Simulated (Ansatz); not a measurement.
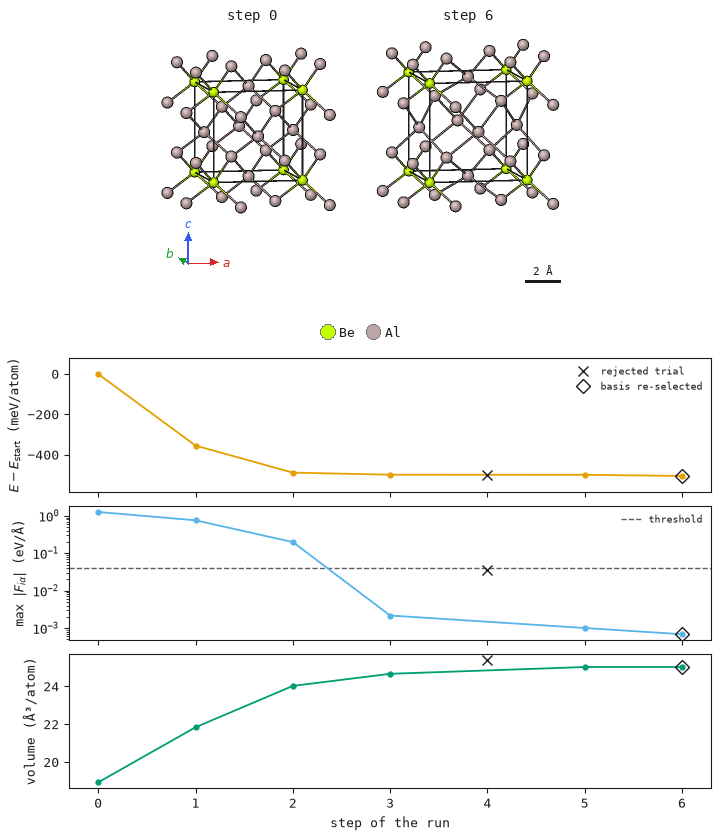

First and last geometry of a relaxation of solid BeAl7 (a generated structure, set up in P-43m) (coarse preliminary run), with the history of the run. A ball-and-stick model of the cell of the calculation, seen slightly off an axis.

Method: Ansatz 0.2.0, DFT PBE, scalar-relativistic, plane waves, PAW.

The input:
```yaml
crystal:
  lattice:
    - [5.33061069, 0.0, 0.0]
    - [0.0, 5.33061069, 0.0]
    - [0.0, 0.0, 5.33061069]
  atoms:
    - { symbol: Be, position: [0.0, 0.0, 0.0] }
    - { symbol: Al, position: [0.25261521, 0.25261521, 0.25261521] }
    - { symbol: Al, position: [0.0, 0.5, 0.5] }
    - { symbol: Al, position: [0.5, 0.5, 0.0] }
    - { symbol: Al, position: [0.5, 0.0, 0.5] }
    - { symbol: Al, position: [0.74738479, 0.25261521, 0.74738479] }
    - { symbol: Al, position: [0.74738479, 0.74738479, 0.25261521] }
    - { symbol: Al, position: [0.25261521, 0.74738479, 0.74738479] }
basis:
  ecutwfc: 420
kpoints:
  mp_grid: { grid: [4, 4, 4] }
hamiltonian:
  xc: pbe
scf:
  occupations: { method: gaussian, width: 0.1 }
  lower_state_search: "off"
output:
  forces: true
  stress: true
  eigenvalues: true
relax:
  adjacent_minimum: "off"
  f_tol: 0.04
  max_steps: 70
  cell: { stress_tol: 0.4 }
```

Launched with:
```bash
ansatz run input.yaml --threads 1 --pin off --max-ram 2048MiB --backend cpu --events-out ev --progress --plain --runs-dir out
```

### What do the curves and the structures tell?

It converged. Over 4 accepted moves (6 points after the start) the energy falls by 504 meV per atom. The largest force component goes from 1.3 to 0.00068 eV/Å. Pressure: 23.13 GPa at the start and 0.22 GPa at the end. The line search rejected the trial step at point 4 of the run. The SCF was repeated once at an unchanged geometry on a basis and grid sized afresh for the cell, which shifted the energy by 5.6 meV per atom at most. The largest moves relative to the cell, 0.33 Å, are those of Al2, Al6, Al7 and Al8. Al6 goes along [1 −1 1]. Be stays in place. The volume changes by +32.2 %, with a = b = c 5.331 → 5.850 Å (+9.7 %). Some distances before and after: Al2–Al3 2.300 → 2.651 Å, Be1–Al2 2.332 → 2.228 Å. Bond angles that change, for instance: Al2–Al5–Al6 108.3° → 121.9°, Al3–Al7–Al4 110.0° → 102.6°, Be1–Al7–Al3 108.9° → 115.7°. The space group stays P-43m (No. 215).

| step | E − E(0), meV/atom | largest force component, eV/Å | pressure, GPa | volume, Å³/atom | note |
| --- | --- | --- | --- | --- | --- |
| 0 | 0.00 | 1.2660 | 23.13 | 18.934 |  |
| 1 | -353.94 | 0.7585 | 8.62 | 21.846 |  |
| 2 | -487.97 | 0.1987 | 1.86 | 24.030 |  |
| 3 | -498.13 | 0.0022 | 0.59 | 24.671 |  |
| 4 | -497.73 | 0.0363 | -0.59 | 25.396 | rejected |
| 5 | -498.70 | 0.0010 | -0.01 | 25.029 |  |
| 6 | -504.31 | 0.0007 | 0.22 | 25.029 | same geometry, new basis |
